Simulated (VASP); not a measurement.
Energy against volume of KI (rock salt). These are PBE GGA, VASP's PBE PAW potentials (set 64) (plane waves; VASP 6.6.1) values and carry that method's errors.

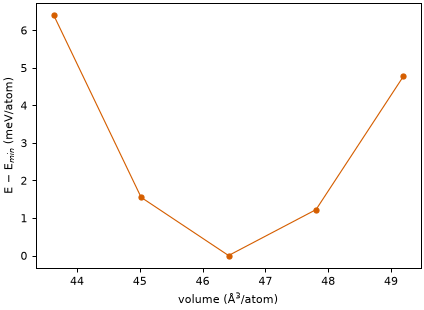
Fig. 1. Energy against volume

Estimate the equilibrium volume and the bulk modulus.

The minimum lies near 46.5 Å³/atom, and the curvature gives B0 of about 11 GPa.

The compound is KI in the rock salt structure. It was relaxed first, which changed the volume by +5 %.
